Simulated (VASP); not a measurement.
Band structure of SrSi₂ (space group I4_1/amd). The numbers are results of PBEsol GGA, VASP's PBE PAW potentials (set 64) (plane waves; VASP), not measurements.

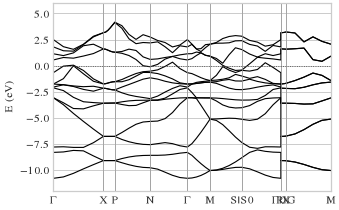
Figure: Bands along high-symmetry lines, zero at the valence-band maximum or, without a gap, the Fermi level

Question: Read the plot: is there a gap, and where are the band edges?

Answer: It has no gap at this level: it comes out as a metal or semimetal.

The structure comes from a computed database's SrSi2 entry; how it stands against other phases isn't given here. The cell was not relaxed at this level.
